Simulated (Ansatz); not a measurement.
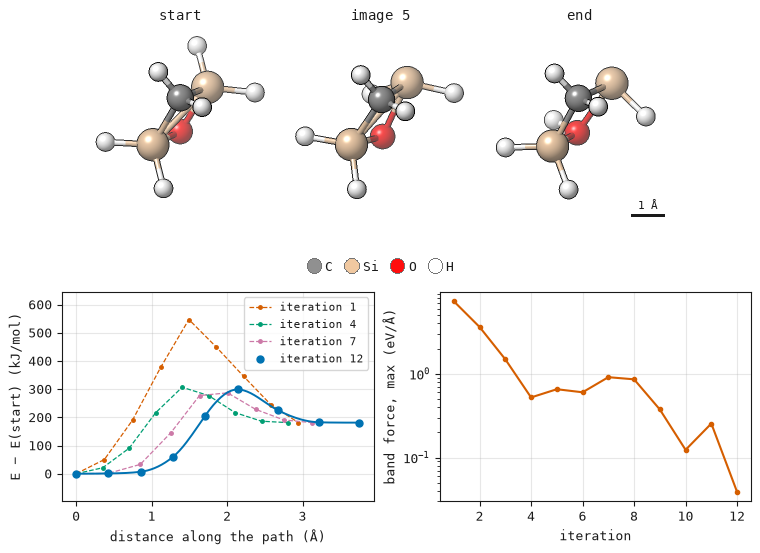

NEB run on CH$_{6}$OSi$_{2}$. Images are numbered from 0 (start) to 8 (end). The plot follows the band through its iterations. A ball-and-stick model, seen from a free direction.

Level of theory: RKS r2SCAN-D4/STO-3G (Ansatz 0.2.0). Run with 7 movable images; climbing image; force threshold 0.05 eV/Å; iteration limit 60; starting path through a guess of the saddle point.

Did the band converge, and can the barrier be trusted?

The result is final at these settings. The band converged in 12 iterations. The largest component of the band force went from 7.3 to 0.039 eV/Å. The climbing image converged on the top of the path. Its vibrational analysis gives one imaginary mode (1263i cm⁻¹), as a transition state must have. The first iteration put the highest image at 547.0 kJ/mol. The energy climbs by 298.8 kJ/mol to image 5 and then falls by 117.5 kJ/mol, so the end point sits at +181.2 kJ/mol.

Limits of the set-up: STO-3G is a minimal basis, so the numbers are rough.

Cost: 4.9 min on 1 thread of Arm Neoverse V1, on a shared host, peak memory 0.12 GiB.
